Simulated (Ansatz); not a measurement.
# A computed series for SnS2: response to strain

The parent structure is SnS2 in the CdI2 type structure (space group P-3m1, No. 164; layered, stacked along the Cartesian z axis).

```xyz
3
Lattice="3.6260 0.0000 0.0000 -1.8130 3.1402 0.0000 0.0000 0.0000 5.5735" Properties=species:S:1:pos:R:3 pbc="T T T"
Sn     0.0000     0.0000     0.0000
S      0.0000     2.0935     1.4738
S      1.8130     1.0467     4.0997
```

Cartesian axes are those of the cell as printed.

Strains are applied to the cell and any free atomic positions relax; under biaxial strain the out-of-plane vector relaxes too.

Computed with PBEsol-D3(BJ) in Ansatz (plane waves to 420 eV, PAW, no spin-orbit coupling).

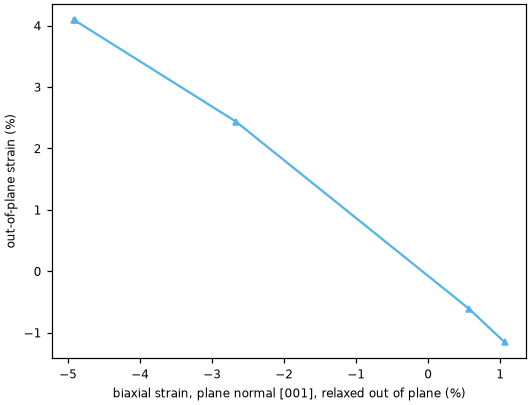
Figure: Out-of-plane strain against biaxial strain, plane normal [001], relaxed out of plane

Question: From the plot, what is the out-of-plane strain for biaxial strain +0.57 %, plane normal [001], relaxed out of plane?

Answer: About -0.6 %.

Question: Is the trend monotonic over the range shown?

Answer: Yes, it falls throughout, spanning -1.16 % to +4.09 %.

No phonon test of stability was made.

Ansatz is a quantum-chemistry and plane-wave program.
